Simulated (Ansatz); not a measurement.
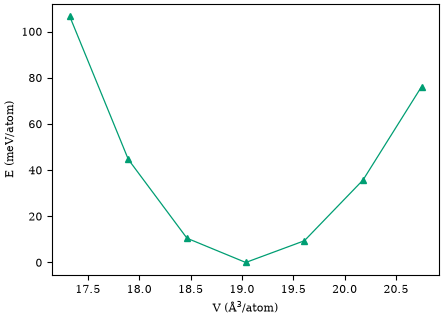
LaIr2 (cubic Laves (MgCu2 type), Fd-3m) under volume change, r²SCAN (plane waves, PAW; program Ansatz), scaled uniformly.

Problem. What does a third-order Birch–Murnaghan fit give for V₀, B₀ and B′?

Solution. V₀ = 19.04 Å³/atom, B₀ = 186 GPa, B′ = 4.6.

The workflow started from an entry of the Crystallography Open Database (COD). Its standing as an ambient phase is unchecked. The cell was relaxed with r²SCAN under the symmetry of its start; its stability against distortions is not shown here. The run is not spin-polarised. Spin–orbit coupling is left out wherever it is not named.

Potentials: the later of the program's two PAW sets.
